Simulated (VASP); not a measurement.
Input:

```
CELL_PARAMETERS angstrom
      0.00000     3.39345     3.39345
      3.39345     0.00000     3.39345
      3.39345     3.39345     0.00000
ATOMIC_POSITIONS crystal
  Ge 0.00000 0.00000 0.00000
  Zr 0.50000 0.50000 0.50000
  Zr 0.25000 0.25000 0.25000
  Zr 0.75000 0.75000 0.75000
```

Computed with PBEsol GGA, VASP's PBE PAW potentials (set 64) (plane waves; VASP). Numerical set-up: 400 eV cut-off, 9×9×9 Γ-centred mesh, tetrahedra with Blöchl corrections, potentials Ge_d Zr_sv.

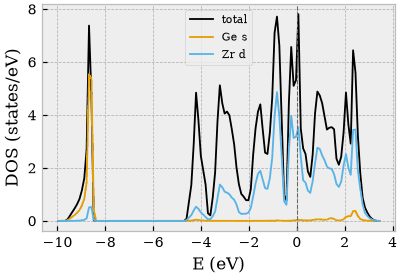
Figure. Total and projected density of states, zero at the Fermi level

Within 2 eV below the Fermi level the largest weight inside VASP's projection spheres is Zr d.

It has no gap at this level: it comes out as a metal or semimetal.

The structure was generated: Zr3Ge was put into the D03 type (Fm-3m), which need not be its known phase. It was relaxed first, which changed the volume by -27 %.
